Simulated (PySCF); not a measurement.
# Run report: C₂H₅B₂N, NMR shielding calculation

- system: C₂H₅B₂N, SMILES C#CBBN
- method: GIAO LDA/pcSseg-2 NMR shielding, non-relativistic, gas phase (PySCF 2.14.0)

The geometry comes from this level: PBE0-D3(BJ)/def2-SVP. Figures and captions count atoms from 1; the log counts them from 0 in places.

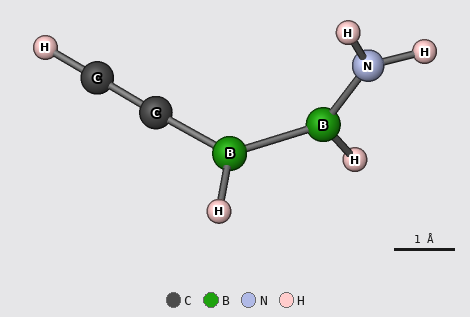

*The structure (ball-and-stick view, seen at a tilt).*

Bond lengths as drawn: B–B 1.69 Å, B–C 1.51 Å, B–H 1.21 to 1.22 Å, B–N 1.39 Å, C–C 1.22 Å, C–H 1.08 Å and H–N 1.01 Å.

Input:
```
{"job": {"kind": "nmr", "xc": "LDA", "basis": "pcSseg-2", "pop": false}, "charge": 0, "multiplicity": 1}
C      2.745008    -0.303312     0.426170
C      1.712808     0.054481    -0.121887
B      0.415360     0.489761    -0.766309
B     -1.060886    -0.264163    -0.435276
N     -1.931250     0.050231     0.603522
H      3.656588    -0.612769     0.906402
H      0.482465     1.377798    -1.592422
H     -1.404830    -1.157698    -1.190423
H     -2.814216    -0.424022     0.743320
H     -1.751527     0.768478     1.292846
```

The first line tells a small driver script what to run in PySCF; the rest is the geometry in Å.

Machine: 1 CPU thread, shared host.

Launched with:
```bash
OMP_NUM_THREADS=1 python <driver script> task.json out
```

Output:
```
coarse grid: 8512 points
cycle   1  E = -181.8356232063  dE =  2.636e-01  |g| = 6.039e-01  |ddm| = 2.848e+00
cycle   2  E = -181.6564584644  dE =  1.792e-01  |g| = 1.015e+00  |ddm| = 1.472e+00
cycle   3  E = -181.8896138777  dE = -2.332e-01  |g| = 3.962e-01  |ddm| = 9.082e-01
cycle   4  E = -181.9311173740  dE = -4.150e-02  |g| = 9.010e-02  |ddm| = 3.394e-01
cycle   5  E = -181.9326728898  dE = -1.556e-03  |g| = 4.918e-02  |ddm| = 9.513e-02
cycle   6  E = -181.9333197587  dE = -6.469e-04  |g| = 8.748e-03  |ddm| = 3.644e-02
cycle   7  E = -181.9333409469  dE = -2.119e-05  |g| = 2.852e-03  |ddm| = 1.270e-02
cycle   8  E = -181.9333434587  dE = -2.512e-06  |g| = 8.169e-04  |ddm| = 2.966e-03
final grid: 82688 points
cycle   9  E = -181.9383279353  dE = -5.445e-05  |g| = 5.258e-03  |ddm| = 3.988e-02
cycle  10  E = -181.9383065018  dE =  2.143e-05  |g| = 1.100e-02  |ddm| = 9.131e-03
cycle  11  E = -181.9383314575  dE = -2.496e-05  |g| = 2.825e-03  |ddm| = 6.614e-03
cycle  12  E = -181.9383334290  dE = -1.972e-06  |g| = 1.088e-03  |ddm| = 2.206e-03
cycle  13  E = -181.9383337226  dE = -2.936e-07  |g| = 2.259e-04  |ddm| = 8.512e-04
cycle  14  E = -181.9383337376  dE = -1.500e-08  |g| = 2.206e-05  |ddm| = 2.554e-04
cycle  15  E = -181.9383337377  dE = -1.110e-10  |g| = 1.110e-05  |ddm| = 3.294e-05
```

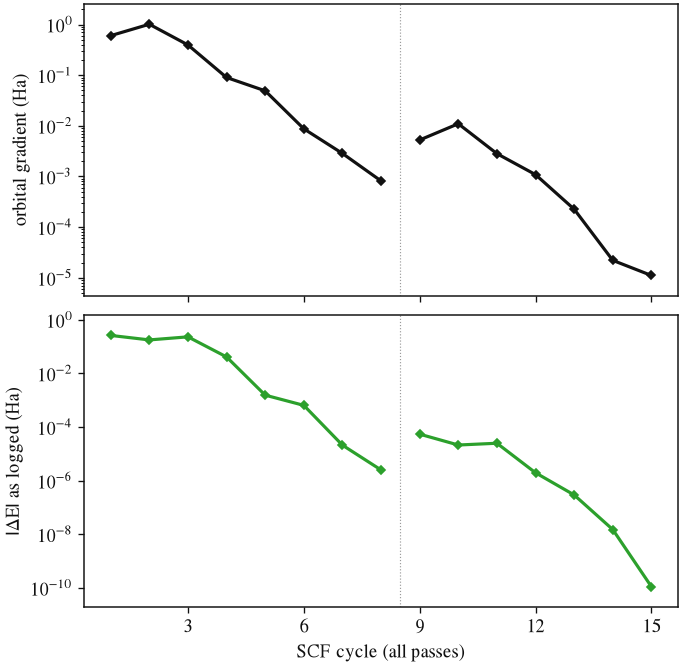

*Convergence of the self-consistent field: orbital gradient and size of the energy change against the SCF cycle. The dotted line marks the change from a coarse to the final integration grid.*

The first 8 cycles use a coarse grid, the final grid takes over at cycle 9, and the field converges after 15 cycles in all.

```
converged SCF energy = -181.9383337377

GIAO shielding tensors (ppm)
atom      isotropic    diamagn.    paramagn.     s11        s22        s33       span
  0 C        7.336     261.072    -253.736    -11.952     11.566     22.395     34.347
  1 C       65.335     260.516    -195.181    -42.045    -33.695    271.744    313.789
  2 B      -10.616     194.582    -205.198   -150.851    -11.882    130.884    281.736
  3 B       37.014     193.197    -156.182    -19.594     25.309    105.328    124.922
  4 N      137.372     315.994    -178.621     32.453    154.799    224.864    192.412
  5 H       23.611      32.560      -8.949     21.599     24.176     25.057      3.458
  6 H       21.912      27.600      -5.689     13.750     25.447     26.538     12.789
  7 H       24.753      28.461      -3.708     21.647     25.323     27.290      5.643
  8 H       26.223      28.963      -2.740     22.752     23.234     32.682      9.929
  9 H       26.563      31.516      -4.953     23.283     24.792     31.615      8.332
```

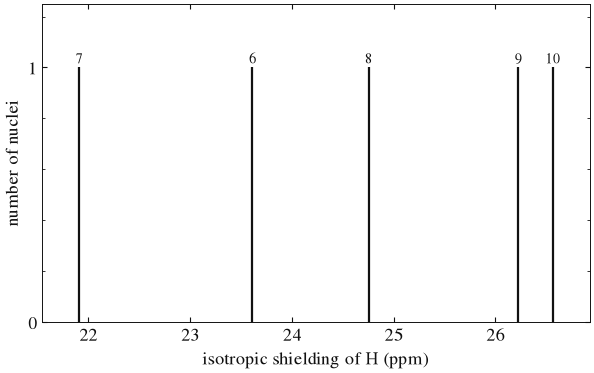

*Isotropic shieldings of the hydrogen nuclei in this fixed geometry, labelled by atom number; shielding grows to the right, so chemical shift grows to the left.*

The least shielded is H7 (21.9 ppm), the most shielded H10 (26.6 ppm).

Key numbers:

```csv
quantity,value
outcome,converged
total energy,−181.938334 hartree
HOMO,−6.18 eV
LUMO,−3.27 eV
dipole moment,2.08 D
"isotropic shielding, C",7.3 to 65.3 ppm
"isotropic shielding, B",−10.6 to 37.0 ppm
"isotropic shielding, N",137.4 ppm
"isotropic shielding, H",21.9 to 26.6 ppm
wall time,35 s
peak memory,0.8 GiB
```
